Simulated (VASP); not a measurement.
# Fe: magnetic orders, part 2 of 2

Wanted: the lowest of several collinear orders of Fe. The start is a cell from a database of measured crystal structures.

VASP 6.6.1, plane waves and PAW; the level of theory is named at each step.

Still holding for the runs below: The magnetic state follows from one typed start and may not be the lowest.

So far, largest spin moment in the PAW sphere (μB): step 2 (magnetic order, 1 atoms, start order ferro) 2.32.

The database entry behind the starting cell differs from later determinations by our own check (an axis about 0.7 % long against later determinations), so it need not match the best structure at ambient conditions.

## (3) Magnetic order, 2 atoms, start order antiferro q=(1/2,1/2,1/2) (continued)

Level of this step: PBE, spin-polarised, from moments of both signs; plane waves and PAW (Fe) (VASP).

Spin moment in the PAW sphere by atom:

```
atom  spin moment in the PAW sphere (μB)
 Fe1                                1.85
 Fe2                               -1.85
```

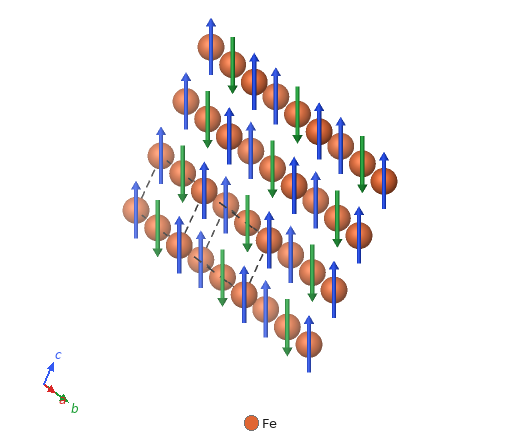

Spin moment in the PAW sphere as arrows, the longest 1.85 μB. Up and down stand for the sign. Arrows give size and sign along the axis of quantisation, drawn up and down the page. The two directions have two colours. 1×2×3 cells are drawn. Some periodic images of atoms are drawn too.

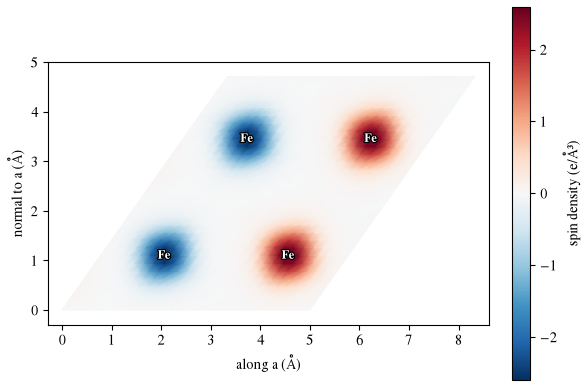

Spin density in the ac plane at fractional y = 0.000, with atoms of Fe within 0.2 Å of it. The map starts off the cell's origin, so that atoms lie inside it.

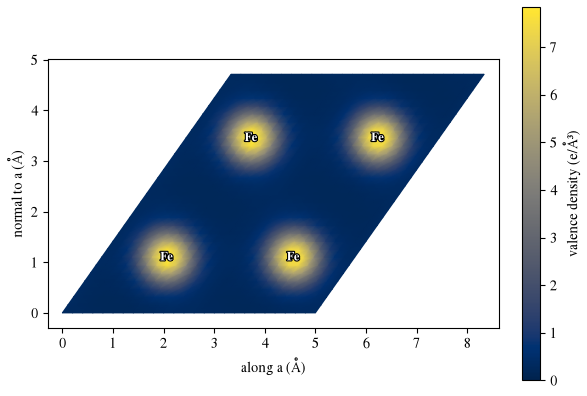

Valence density in the ac plane at fractional y = 0.000, with atoms of Fe within 0.2 Å of it. It is the smooth field of the valence electrons, not physical close to the nuclei. The map starts off the cell's origin, so that atoms lie inside it.

The largest moment at the end is 1.85 μB, and the moments of the cell sum to 0.00 μB.

## (4) Magnetic order, 2 atoms, start order antiferro q=(0,0,1/2)

Input file INCAR:

```
SYSTEM = Fe
PREC = Accurate
ENCUT = 350
EDIFF = 1E-06
NELM = 150
ISMEAR = -1
SIGMA = 0.15
LREAL = .FALSE.
ALGO = Normal
GGA = PE
ISPIN = 2
MAGMOM = 2.8 -2.8
LMAXMIX = 4
LORBIT = 11
LWAVE = .FALSE.
LCHARG = .FALSE.
KPAR = 4
AMIX = 0.2
BMIX = 1E-04
AMIX_MAG = 0.8
BMIX_MAG = 1E-04
```

Input file POSCAR:

```
Fe
1.0
   -1.4430000000      1.4430000000      1.4430000000
    1.4430000000     -1.4430000000      1.4430000000
    2.8860000000      2.8860000000     -2.8860000000
Fe
2
Direct
    0.0000000000      0.0000000000      0.0000000000
    0.0000000000      0.0000000000      0.5000000000
```

Input file KPOINTS:

```
Automatic mesh
0
Gamma
22 22 11
0 0 0
```

Potentials, in the order of the species: Fe (PBE family, release 64).

Launch:

```bash
$ mpirun -np 4 vasp_std
```

Log:

```text
[... set-up lines as in an earlier step ...]
 entering main loop
       N       E                     dE             d eps       ncg     rms          rms(c)
DAV:   1     0.718771621529E+02    0.71877E+02   -0.58474E+03 38832   0.126E+03
DAV:   2    -0.155185351289E+02   -0.87396E+02   -0.81149E+02 38964   0.277E+02
DAV:   3    -0.186077347793E+02   -0.30892E+01   -0.27101E+01 43308   0.650E+01
DAV:   4    -0.186801873494E+02   -0.72453E-01   -0.69972E-01 39736   0.893E+00
[...]
DAV:  13    -0.161096600775E+02   -0.48629E-05   -0.16573E-05 51168   0.816E-02    0.261E-02
DAV:  14    -0.161096615124E+02   -0.14349E-05   -0.52820E-06 38156   0.471E-02    0.143E-02
DAV:  15    -0.161096605407E+02    0.97170E-06   -0.22806E-06 22648   0.329E-02
   1 F= -.16109661E+02 E0= -.15991721E+02  d E =-.235880E+00  mag=     0.0000
```

Run time: 38 s. Hardware: 4 MPI ranks of Intel Xeon 6975P-C (Granite Rapids), shared host; peak memory 1.2 GiB.

OUTCAR, selected parts (step 4):

```text
  Total       -1.8086137     -1.8086137     -0.9286073      0.8636210      0.0000000      0.0000000
  in kB     -120.5500542   -120.5500542    -61.8947325     57.5631794      0.0000000      0.0000000
  external PRESSURE =    -100.9982803 kB  Pullay stress =       0.0000000 kB

 POSITION                                       TOTAL-FORCE (eV/Angst)
 -----------------------------------------------------------------------------------
      0.00000      0.00000      0.00000         0.000000     -0.000000      0.000000
      1.44300      1.44300     -1.44300        -0.000000      0.000000     -0.000000
 -----------------------------------------------------------------------------------
    total drift:                                0.000000      0.000000     -0.000000

  FREE ENERGIE OF THE ION-ELECTRON SYSTEM (eV)
  ---------------------------------------------------
  free  energy   TOTEN  =       -16.1096605407 eV

  energy  without entropy=      -15.8737808205  energy(sigma->0) =      -15.99172068

 magnetization (x)
# of ion       s       p       d       tot
------------------------------------------
    1        0.014   0.029   2.098   2.142
    2       -0.014  -0.029  -2.098  -2.142
--------------------------------------------------
tot          0.000   0.000   0.000   0.000

[... 3 further parts left out ...]
[key lines of the parts left out:]
E-fermi :   5.5914
```

The largest moment at the end is 2.14 μB, and the moments of the cell sum to 0.00 μB.

## (5) Summary

This step: collinear magnetic orders, PBE; plane waves and PAW (VASP 6.6.1).

Derived from the runs above.

This step gave:

* mean moment in the lowest run: 2.322 μB

Orders, by row:

```
                    order  signs  energy above the lowest (meV/magnetic atom)  total moment (μB)  mean moment on carriers (μB)  gap on the mesh (eV)  signs at the end, of the atoms given a moment
                    ferro      +                                            0              2.316                         2.322                     0                                              +
antiferro q=(1/2,1/2,1/2)     +-                                        466.7                  0                         1.855                     0                                             +-
    antiferro q=(0,0,1/2)     +-                                          226                  0                         2.142                     0                                             +-
```

## (6) Outcome

```json
{
 "lowest order": "fm",
 "mean moment in the lowest run": "2.32 μB"
}
```

**Reading.** The lowest run started as ferro and holds 2.32 μB on average over the atoms that were given a moment; the next state, from antiferro q=(0,0,1/2), lies 226.0 meV a magnetic atom higher. It ends with the signs + and a net moment of 2.32 μB a cell: all moments parallel. The cell was not relaxed for each state; their pressures run from -11.0 to -8.6 GPa, which can move the order. Only these collinear orders were tried, and their comparison leaves spin-orbit coupling out.

[Lines on the potential files, build, host, timing and source positions are cut from VASP's logs without a mark.]

[Logs are printed without paths, hosts, clocks, repeated set-up lines and the standing remarks that a program may print on its own settings, such as how far it seeks lower states.]

[Hosts, paths, dates, database ids (printed as entryN), source tags and the programs' standing remarks are cut or masked in the printed files.]

[Runs that stopped without an error message from VASP are left out.]
